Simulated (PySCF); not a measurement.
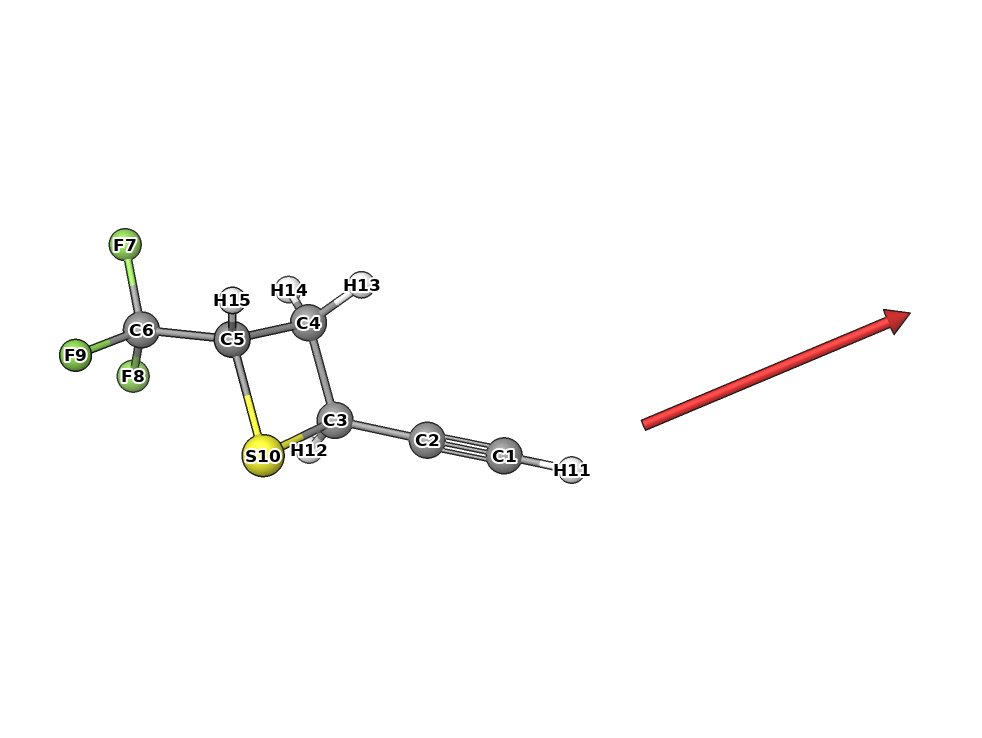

The arrow beside the molecule shows the direction of the dipole moment, from the negative to the positive end (its length means nothing). The computed structure is the end point of a GFN2-xTB optimisation. No frequency run is at hand to confirm it as a minimum. Method: PBE0/pcSseg-1, gas phase (PySCF 2.14.0).

Question: Estimate the dipole moment.

Answer: 2.52 D; it points from the side of F9 to the side of H11 (the outermost atoms at the two ends).
